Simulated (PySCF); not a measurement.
## Run report: Cs, atomic calculation

System: Cs, configuration 1s2 2s2 2p6 3s2 3p6 3d10 4s2 4p6 4d10 5s2 5p6 6s1, multiplicity 2.
Method: unrestricted HF, Sapporo-DKH3-DZP-2012, spin-free X2C-1e, Gaussian nucleus (PySCF).

Input:
```python
from pyscf import gto, scf, dft, mp, cc
import basis_set_exchange as bse
mol = gto.M(atom="Cs 0 0 0", charge=0, spin=1, symmetry="D2h",
            basis=gto.basis.parse(bse.get_basis("Sapporo-DKH3-DZP-2012", elements=["Cs"], fmt="nwchem", header=False)),
            nucmod="G")
mf = scf.UHF(mol).sfx2c1e()
mf.irrep_nelec = {'Ag': (10, 9), 'B1g': (2, 2), 'B2g': (2, 2), 'B3g': (2, 2), 'B1u': (4, 4), 'B2u': (4, 4), 'B3u': (4, 4)}
mf.kernel()
```

The script is an equivalent of what the driver set up; the driver computed the properties (radii, ⟨L²⟩, response) afterwards. It also set what the script leaves out: max_cycle = 50, level_shift = 0.5, guess = minao. It held the occupations shell by shell, which the script's counts by irreducible representation don't always enforce.

The run was one of a batch that the task file lists, launched with:
```bash
OMP_NUM_THREADS=1 python <driver script> TASK.json OUT
```

Output (extracts):
```
damping factor = 0
level_shift factor = 0.5
DIIS = <class 'pyscf.scf.diis.CDIIS'>
diis_start_cycle = 1
diis_space = 10
diis_damp = 0
SCF conv_tol = 1e-09
SCF conv_tol_grad = None
number electrons alpha = 28  beta = 27
irrep_nelec {'Ag': (10, 9), 'B1g': (2, 2), 'B2g': (2, 2), 'B3g': (2, 2), 'B1u': (4, 4), 'B2u': (4, 4), 'B3u': (4, 4)}
alpha HOMO (Ag) = 0.195754059267952  LUMO (B2u) = 0.545811503227551

WARN: HOMO 0.195754059267952 >= LUMO 0.195754059267952

cycle= 1 E= -7782.63785141703  delta_E= -0.0518  |g|= 0.0102  |ddm|= 0.615
alpha HOMO (Ag) = -0.127845755799267  LUMO (B2u) = 0.529139771065264
  HOMO = -0.127845755799  LUMO = 0.508901004352  gap/eV = 17.32676
cycle= 2 E= -7782.63797916868  delta_E= -0.000128  |g|= 0.00603  |ddm|= 0.0265
alpha HOMO (Ag) = -0.128215265037712  LUMO (B2u) = 0.529549691235091
  HOMO = -0.128215265038  LUMO = 0.509263828672  gap/eV = 17.34669
cycle= 3 E= -7782.63804586535  delta_E= -6.67e-05  |g|= 0.00338  |ddm|= 0.0245
alpha HOMO (Ag) = -0.128321860058972  LUMO (B2u) = 0.529769141495285
  HOMO = -0.128321860059  LUMO = 0.509434205218  gap/eV = 17.35423
cycle= 4 E= -7782.63807474053  delta_E= -2.89e-05  |g|= 0.00226  |ddm|= 0.02
alpha HOMO (Ag) = -0.128345274541487  LUMO (B2u) = 0.529914696569475
  HOMO = -0.128345274541  LUMO = 0.50954997192  gap/eV = 17.35801
cycle= 5 E= -7782.63809019835  delta_E= -1.55e-05  |g|= 0.00178  |ddm|= 0.0168
alpha HOMO (Ag) = -0.128378297687197  LUMO (B2u) = 0.530259051100011
  HOMO = -0.128378297687  LUMO = 0.509823019769  gap/eV = 17.36634
cycle= 6 E= -7782.63810287181  delta_E= -1.27e-05  |g|= 0.00141  |ddm|= 0.0183
alpha HOMO (Ag) = -0.12841597929147  LUMO (B2u) = 0.530542749359157
  HOMO = -0.128415979291  LUMO = 0.510033984811  gap/eV = 17.37311
cycle= 7 E= -7782.63811256602  delta_E= -9.69e-06  |g|= 0.00107  |ddm|= 0.0184
alpha HOMO (Ag) = -0.128424211289536  LUMO (B2u) = 0.530601554872215
  HOMO = -0.12842421129  LUMO = 0.510071942929  gap/eV = 17.37437
cycle= 8 E= -7782.63811815199  delta_E= -5.59e-06  |g|= 0.000816  |ddm|= 0.0144
alpha HOMO (Ag) = -0.128415802788552  LUMO (B2u) = 0.530653940694184
  HOMO = -0.128415802789  LUMO = 0.510113904814  gap/eV = 17.37528
cycle= 9 E= -7782.63812138801  delta_E= -3.24e-06  |g|= 0.000607  |ddm|= 0.0115
alpha HOMO (Ag) = -0.12841767625245  LUMO (B2u) = 0.530660964132775
  HOMO = -0.128417676252  LUMO = 0.510120722661  gap/eV = 17.37551
cycle= 10 E= -7782.63812312843  delta_E= -1.74e-06  |g|= 0.000445  |ddm|= 0.00854
alpha HOMO (Ag) = -0.12841478674095  LUMO (B2u) = 0.530667340405585
  HOMO = -0.128414786741  LUMO = 0.510125474109  gap/eV = 17.37557
cycle= 11 E= -7782.63812405571  delta_E= -9.27e-07  |g|= 0.000324  |ddm|= 0.00629
alpha HOMO (Ag) = -0.12841539598084  LUMO (B2u) = 0.530667962399427
  HOMO = -0.128415395981  LUMO = 0.510125808517  gap/eV = 17.37559
cycle= 12 E= -7782.63812454174  delta_E= -4.86e-07  |g|= 0.000235  |ddm|= 0.00455
alpha HOMO (Ag) = -0.128415109494237  LUMO (B2u) = 0.530667669374828
  HOMO = -0.128415109494  LUMO = 0.510125619993  gap/eV = 17.37558
cycle= 13 E= -7782.63812479554  delta_E= -2.54e-07  |g|= 0.00017  |ddm|= 0.00329
alpha HOMO (Ag) = -0.128415393938845  LUMO (B2u) = 0.530667383825331
  HOMO = -0.128415393939  LUMO = 0.510125459434  gap/eV = 17.37558
cycle= 14 E= -7782.63812492777  delta_E= -1.32e-07  |g|= 0.000123  |ddm|= 0.00238
alpha HOMO (Ag) = -0.128415191451561  LUMO (B2u) = 0.530667373002244
  HOMO = -0.128415191452  LUMO = 0.510125363609  gap/eV = 17.37557
cycle= 15 E= -7782.63812499672  delta_E= -6.89e-08  |g|= 8.89e-05  |ddm|= 0.00172
alpha HOMO (Ag) = -0.128415184190392  LUMO (B2u) = 0.530667387567041
  HOMO = -0.12841518419  LUMO = 0.510125344593  gap/eV = 17.37557
cycle= 16 E= -7782.63812503274  delta_E= -3.6e-08  |g|= 6.42e-05  |ddm|= 0.00124
alpha HOMO (Ag) = -0.128415199226059  LUMO (B2u) = 0.530667385373647
  HOMO = -0.128415199226  LUMO = 0.510125336032  gap/eV = 17.37557
cycle= 17 E= -7782.63812505153  delta_E= -1.88e-08  |g|= 4.64e-05  |ddm|= 0.000896
alpha HOMO (Ag) = -0.128415208602825  LUMO (B2u) = 0.530667392446063
  HOMO = -0.128415208603  LUMO = 0.510125332255  gap/eV = 17.37557
cycle= 18 E= -7782.63812506136  delta_E= -9.82e-09  |g|= 3.35e-05  |ddm|= 0.000648
alpha HOMO (Ag) = -0.128415211595726  LUMO (B2u) = 0.530667383951104
  HOMO = -0.128415211596  LUMO = 0.510125324242  gap/eV = 17.37557
cycle= 19 E= -7782.63812506648  delta_E= -5.13e-09  |g|= 2.42e-05  |ddm|= 0.000468
alpha HOMO (Ag) = -0.128415210702266  LUMO (B2u) = 0.530667381348786
  HOMO = -0.128415210702  LUMO = 0.510125320187  gap/eV = 17.37557
cycle= 20 E= -7782.63812506916  delta_E= -2.68e-09  |g|= 1.75e-05  |ddm|= 0.000338
alpha HOMO (Ag) = -0.128415201134267  LUMO (B2u) = 0.530667379342651
  HOMO = -0.128415201134  LUMO = 0.510125315455  gap/eV = 17.37557
cycle= 21 E= -7782.63812507056  delta_E= -1.4e-09  |g|= 1.26e-05  |ddm|= 0.000245
alpha HOMO (Ag) = -0.128415201515671  LUMO (B2u) = 0.530667378017721
  HOMO = -0.128415201516  LUMO = 0.510125314334  gap/eV = 17.37557
cycle= 22 E= -7782.63812507128  delta_E= -7.21e-10  |g|= 9.14e-06  |ddm|= 0.000177
converged SCF energy = -7782.63812507128  <S^2> = 0.75054057  2S+1 = 2.0005405
```

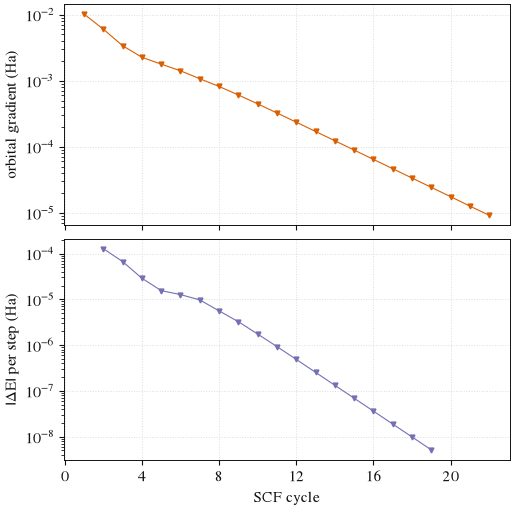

**Figure 1.** Convergence: orbital gradient and change of the energy from step to step (the smallest changes aren't drawn) against the SCF cycle. The residual falls at every step. It goes from 0.010 to 9.1×10⁻⁶ in 22 steps.

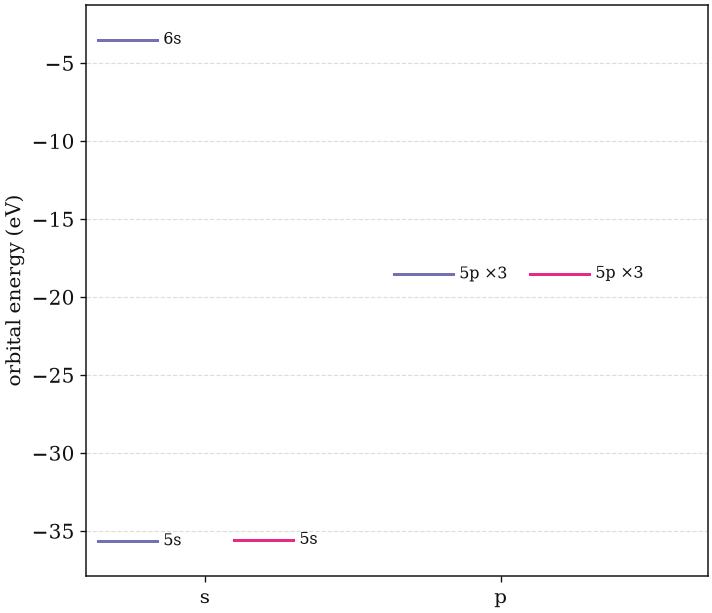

**Figure 2.** Orbital energies of the mean field, from the top down to −35.6 eV, by angular momentum, α spin at the left of each column and β at the right; ×n counts the orbitals under one label. The highest filled orbital is 6s α at −3.49 eV, the lowest empty one s β at 13.9 eV.

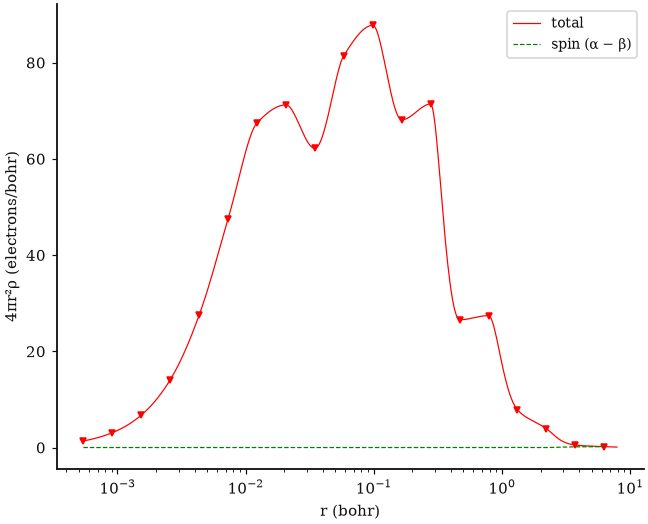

**Figure 3.** Spherically averaged radial density 4πr²ρ of the mean field and its spin part; markers are the stored points, which are sparse, and the line is a monotone interpolation between them. The largest stored value is 87.7 electrons/bohr at r = 0.098 bohr. Root-mean-square radii of the shells: 4s 0.738, 4p 0.787, 4d 0.902, 5s 1.88, 5p 2.23, 6s 6.49 bohr.

Summary:

- outcome: converged
- total energy: −7782.6381 hartree
- ⟨S²⟩: 0.751
- SCF iterations: 22
- hardware: 1 thread of Arm Neoverse N1, 77 GiB of memory available, shared host

Notes:

Radii and densities are those of the two-component orbitals, without the picture-change correction, so the innermost s shells come out slightly too small (about 1 % for 1s near Z = 40, more for heavier atoms). To bear in mind: level shift left on, which raises the virtual orbital energies.
